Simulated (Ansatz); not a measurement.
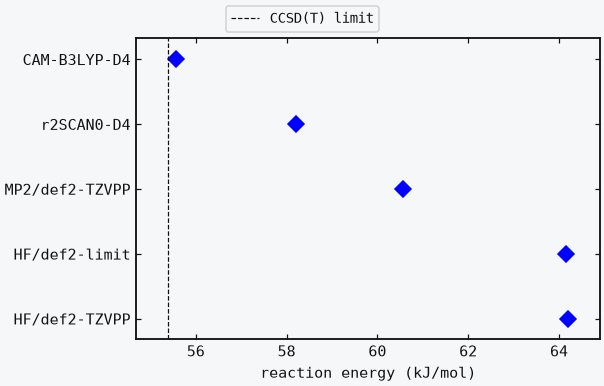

Electronic reaction energy of GaH₂SCl ([SH][GaH][Cl]) + GeH₄ ([GeH4]) → GaGeH₄Cl ([Cl][GaH][GeH3]) + H₂S (S) (SMILES in brackets) at several levels (functionals in def2-TZVPP unless a basis is named), isolated molecules at PBE0-D4 triple-zeta geometries, minima by their frequencies, no zero-point or thermal terms, the Ansatz code. The line is frozen-core CCSD(T) at the basis limit (MP2 extrapolated from triple and quadruple zeta, plus CCSD(T) less MP2 in a smaller set). The distance of MP2/def2-TZVPP to the limit includes basis error.

### What range do the values span, the line included?

From 55.4 kJ/mol (CCSD(T) limit) to 64.2 kJ/mol (HF/def2-TZVPP).

### Which level comes closest to the line (CCSD(T) limit), and which misses most?

Closest CAM-B3LYP-D4 (55.6 kJ/mol), against 55.4 kJ/mol; farthest HF/def2-TZVPP (64.2 kJ/mol).

Note: no scalar relativity up to krypton; outer-core shells are correlated without core-valence functions, which makes the correlated values less sure.
